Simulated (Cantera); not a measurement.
Charge: 1 mol CaO, 24 mol HF, 31 mol H₂, equilibrated at 5.00 mbar.

Method: chemical equilibrium by Gibbs-energy minimisation in Cantera with the NASA 1993 tables (ideal gas, pure condensed phases). Candidate condensed phases: Ca, CaF₂, CaO, Ca(OH)₂, H₂O; 29 gas species. The numbers say what is thermodynamically allowed, not how fast it happens.

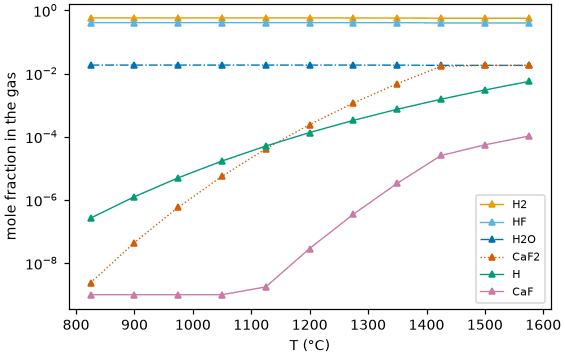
Fig. 1. Equilibrium gas composition (values under 1e-9 drawn at 1e-9)

Problem. Read off the mole fractions at 1575 °C.

Solution. H₂ about 0.56, HF about 0.40, H₂O about 0.018, CaF₂ about 0.018, H about 0.0056, CaF about 0.00010.
